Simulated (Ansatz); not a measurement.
Cost and result by functional for the adsorption energy of NH3 on the 1x1 (110) surface of bcc Mo, one in a 2x2 cell, started at the site 'bridge Mo-Mo (span 3.2 Å)', in Ansatz (plane waves, PAW). Single points on the PBE structure, on one kind of machine; costs are rough ratios of the slab run's core time (references not counted) to the cheapest single point. r2SCAN's cost holds its higher cutoff (500 against 420 eV). Differences are taken against r2SCAN for comparison alone: no measured value is at hand, so the table doesn't rank accuracy.

Model: 20-atom slab, 6.5 Å thick at the start under the adsorbate (thin: gaps and levels are the slab's own), 6x6x1 mesh, Fermi-Dirac 0.1 eV, dipole correction, 8 atoms held, the rest relaxed; no symmetry held; no spin, no spin-orbit, no U, no dispersion correction. At the end it is bonded to Mo. In PBE it is, or lies within 0.03 eV of, the lowest of the starts that converged. These notes are the PBE run's. Adsorption energies are against NH3(g). A negative adsorption energy means that the adsorbate is more stable on the surface than in its reference.

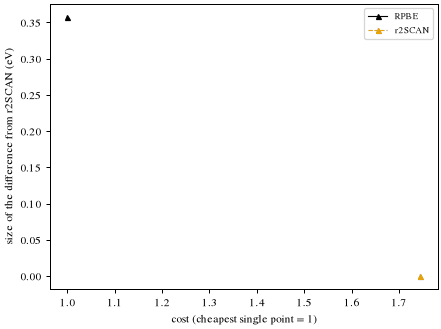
Figure: Difference from r2SCAN against cost

```csv
functional,relative cost,adsorption energy (eV),less r2SCAN (eV)
RPBE,1,-0.52,0.36
r2SCAN,2,-0.88,0.00
PBE (the relaxed run's value),–,-0.78,0.10
```

The values span 0.36 eV, while the single points' costs differ by a factor of roughly 2. Differences are of unrounded values.

Ansatz is an electronic-structure program.
